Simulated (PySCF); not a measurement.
## Spin–spin coupling calculation, with input and output: C4H9Al

System: C4H9Al, SMILES [CH3][AlH][CH]1CC1.
Method: PBE0/3-21G indirect spin-spin coupling, non-relativistic, gas phase (PySCF 2.14.0).

The geometry comes from this level: GFN2-xTB. Figures and captions count atoms from 1; the log counts them from 0 in places.

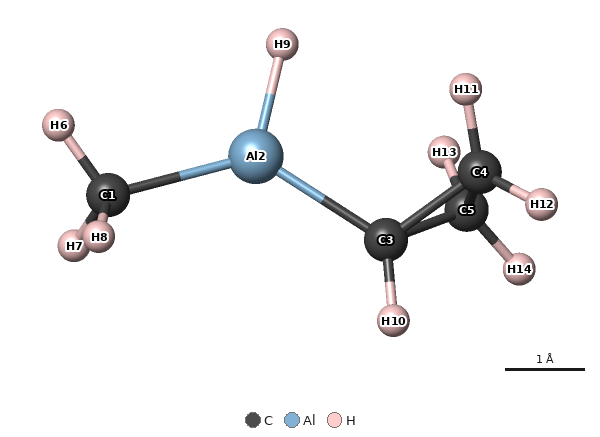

*The input geometry (ball-and-stick view, seen at a tilt; atoms are numbered from 1 in the order of the input). Sticks mark near contacts.*

**Key numbers**

```tsv
quantity	value
outcome	converged
total energy	−397.721196 hartree
HOMO	−7.17 eV
LUMO	−0.75 eV
dipole moment	0.71 D
hardware	1 CPU thread, shared host
wall time	5 s
peak memory	0.42 GiB
```

**Notes**

Settings chosen away from the usual ones: PBE0/3-21G.

**The input**
```
{"job": {"kind": "j", "xc": "PBE0", "basis": "3-21G"}, "charge": 0, "multiplicity": 1}
C      2.804953    -0.211496     0.056919
Al     0.909788     0.361729     0.212391
C     -0.759801    -0.565723    -0.319328
C     -1.846888     0.415232    -0.724421
C     -1.916828    -0.234308     0.607813
H      3.484977     0.635856     0.209534
H      3.088213    -0.971485     0.794431
H      3.043664    -0.636536    -0.925564
H      0.571196     1.744011     0.836242
H     -0.851928    -1.541459    -0.797451
H     -1.590863     1.470376    -0.742020
H     -2.555047     0.126693    -1.488113
H     -1.707945     0.391074     1.470515
H     -2.674168    -0.984436     0.786887
```

The first line tells a small driver script what to run in PySCF; the rest is the geometry in Å.

Run as:
```bash
OMP_NUM_THREADS=1 python <driver script> task.json out
```

**The program's output**
```
coarse grid: 11552 points
cycle   1  E = -397.6573650823  dE =  9.128e-02  |g| = 4.002e-01  |ddm| = 3.247e+00
cycle   2  E = -397.6525687329  dE =  4.796e-03  |g| = 4.220e-01  |ddm| = 8.536e-01
cycle   3  E = -397.7004285871  dE = -4.786e-02  |g| = 2.128e-02  |ddm| = 4.523e-01
cycle   4  E = -397.7005372884  dE = -1.087e-04  |g| = 1.184e-02  |ddm| = 4.274e-02
cycle   5  E = -397.7005740303  dE = -3.674e-05  |g| = 2.431e-03  |ddm| = 1.578e-02
cycle   6  E = -397.7005757242  dE = -1.694e-06  |g| = 3.148e-04  |ddm| = 3.108e-03
final grid: 105072 points
cycle   7  E = -397.7211868032  dE = -1.759e-05  |g| = 5.992e-03  |ddm| = 1.723e-02
cycle   8  E = -397.7211848092  dE =  1.994e-06  |g| = 6.669e-03  |ddm| = 1.330e-02
cycle   9  E = -397.7211964465  dE = -1.164e-05  |g| = 1.719e-04  |ddm| = 7.010e-03
cycle  10  E = -397.7211964527  dE = -6.194e-09  |g| = 9.891e-05  |ddm| = 3.022e-04
cycle  11  E = -397.7211964551  dE = -2.396e-09  |g| = 2.185e-05  |ddm| = 1.236e-04
cycle  12  E = -397.7211964553  dE = -1.496e-10  |g| = 3.383e-06  |ddm| = 3.661e-05
```

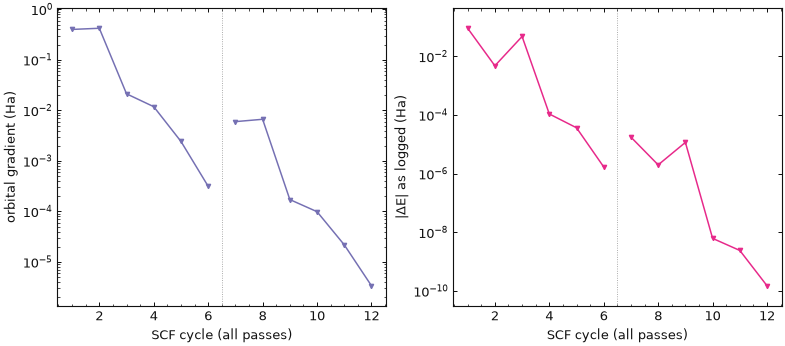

*Convergence of the self-consistent field: orbital gradient and size of the energy change against the SCF cycle. The dotted line marks the change from a coarse to the final integration grid.*

The first 6 cycles use a coarse grid, the final grid takes over at cycle 7, and the field converges after 12 cycles in all.

```
converged SCF energy = -397.7211964553

Indirect spin-spin couplings (Hz)
  i      j    bonds     total        FC       PSO       DSO        SD
  0 C    1 Al   1     55.008    57.518    -2.576     0.066         -
  0 C    2 C    2      5.704     5.842    -0.110    -0.028         -
  0 C    3 C    3      0.430     0.496    -0.016    -0.050         -
  0 C    4 C    3      0.380     0.444    -0.015    -0.050         -
  0 C    5 H    1     91.291    89.048     1.646     0.597         -
  0 C    6 H    1     90.425    88.133     1.688     0.604         -
  0 C    7 H    1     90.722    88.452     1.668     0.602         -
  0 C    8 H    2     12.255    12.596    -0.080    -0.261         -
  0 C    9 H    3     -0.752    -0.662    -0.002    -0.087         -
  0 C   10 H    4      0.431     0.575     0.020    -0.164         -
  0 C   11 H    4      0.281     0.430     0.063    -0.212         -
  0 C   12 H    4      0.406     0.545     0.021    -0.160         -
  0 C   13 H    4      0.247     0.394     0.064    -0.211         -
  1 Al   2 C    1     73.932    76.602    -2.782     0.113         -
  1 Al   3 C    2     -1.026    -0.810    -0.211    -0.004         -
  1 Al   4 C    2     -0.988    -0.776    -0.208    -0.004         -
  1 Al   5 H    2     -6.257    -5.477    -0.600    -0.181         -
  1 Al   6 H    2     -4.362    -3.969    -0.200    -0.193         -
  1 Al   7 H    2     -6.246    -5.698    -0.359    -0.190         -
  1 Al   8 H    1    149.656   151.717    -2.375     0.314         -
  1 Al   9 H    2      0.256     0.960    -0.442    -0.261         -
  1 Al  10 H    3      5.305     5.341    -0.153     0.117         -
  1 Al  11 H    3      4.027     4.239     0.130    -0.342         -
  1 Al  12 H    3      5.190     5.217    -0.142     0.115         -
  1 Al  13 H    3      4.001     4.211     0.133    -0.343         -
  2 C    3 C    1      7.108     7.224    -0.325     0.209         -
  2 C    4 C    1      7.101     7.213    -0.320     0.209         -
  2 C    5 H    3      3.353     3.591     0.033    -0.271         -
  2 C    6 H    3     -0.746    -0.652    -0.002    -0.092         -
  2 C    7 H    3     -0.496    -0.441    -0.034    -0.021         -
  2 C    8 H    2     10.117    10.353    -0.127    -0.109         -
  2 C    9 H    1    114.799   112.810     0.997     0.992         -
  2 C   10 H    2     -0.585    -0.591     0.246    -0.240         -
  2 C   11 H    2     -3.070    -2.968     0.193    -0.295         -
  2 C   12 H    2     -0.576    -0.581     0.246    -0.241         -
  2 C   13 H    2     -3.086    -2.986     0.193    -0.293         -
  3 C    4 C    1     15.916    16.421    -0.701     0.196         -
  3 C    6 H    4     -0.270    -0.110     0.057    -0.217         -
  3 C    8 H    3      1.125     1.045     0.017     0.064         -
  3 C    9 H    2     -3.128    -3.107     0.202    -0.223         -
  3 C   10 H    1    117.156   115.289     0.953     0.914         -
  3 C   11 H    1    119.921   118.161     0.889     0.871         -
  3 C   12 H    2     -3.152    -3.022     0.164    -0.294         -
  3 C   13 H    2     -2.650    -2.443     0.145    -0.352         -
  4 C    5 H    4     -0.292    -0.128     0.055    -0.219         -
  4 C    7 H    4     -0.202    -0.057     0.051    -0.196         -
  4 C    8 H    3      0.956     0.879     0.021     0.056         -
  4 C    9 H    2     -3.158    -3.138     0.201    -0.221         -
  4 C   10 H    2     -3.167    -3.038     0.164    -0.293         -
  4 C   11 H    2     -2.645    -2.437     0.145    -0.353         -
  4 C   12 H    1    117.083   115.213     0.957     0.913         -
  4 C   13 H    1    120.029   118.271     0.888     0.870         -
  5 H    6 H    2    -15.059   -13.895     1.201    -2.365         -
  5 H    7 H    2    -14.286   -13.087     1.198    -2.397         -
  5 H    8 H    3      0.123     0.345    -0.079    -0.144         -
  5 H    9 H    4     -0.959    -0.209     0.309    -1.058         -
  5 H   10 H    5     -0.346     0.053     0.075    -0.474         -
  5 H   11 H    5     -0.483     0.095     0.283    -0.862         -
  5 H   12 H    5     -0.424     0.056     0.118    -0.598         -
  5 H   13 H    5     -0.618     0.005     0.308    -0.930         -
  6 H    7 H    2    -15.854   -14.716     1.198    -2.336         -
  6 H    8 H    3     -1.124    -0.040     0.213    -1.298         -
  6 H    9 H    4     -0.171     0.040     0.066    -0.277         -
  6 H   10 H    5     -0.718    -0.070     0.212    -0.861         -
  6 H   11 H    5     -0.617    -0.053     0.298    -0.862         -
  6 H   12 H    5     -0.364    -0.043     0.045    -0.365         -
  6 H   13 H    5     -0.293     0.085     0.182    -0.561         -
  7 H    8 H    3      0.752     2.135     0.276    -1.659         -
  7 H   10 H    5     -0.443    -0.043     0.096    -0.496         -
  7 H   11 H    5     -0.350     0.007     0.178    -0.535         -
  7 H   12 H    5     -0.695    -0.067     0.216    -0.843         -
  7 H   13 H    5     -0.521    -0.029     0.267    -0.759         -
  8 H    9 H    3      1.520     2.948     0.458    -1.885         -
  8 H   10 H    4      0.734    -0.249    -0.487     1.469         -
  8 H   11 H    4     -1.004    -0.320     0.470    -1.154         -
  8 H   12 H    4      0.708    -0.227    -0.468     1.402         -
  8 H   13 H    4     -1.022    -0.328     0.474    -1.168         -
  9 H   10 H    3      3.630     5.192     1.075    -2.638         -
  9 H   11 H    3      7.021     7.129     0.048    -0.156         -
  9 H   12 H    3      3.607     5.168     1.073    -2.634         -
  9 H   13 H    3      7.087     7.188     0.044    -0.145         -
 10 H   11 H    2     -8.468    -7.028     1.278    -2.718         -
 10 H   12 H    3      5.940     6.005     0.033    -0.097         -
 10 H   13 H    3      1.673     3.338     1.040    -2.705         -
 11 H   12 H    3      1.639     3.305     1.039    -2.705         -
 11 H   13 H    3      5.382     5.726     0.147    -0.491         -
 12 H   13 H    2     -8.438    -6.995     1.279    -2.722         -
```
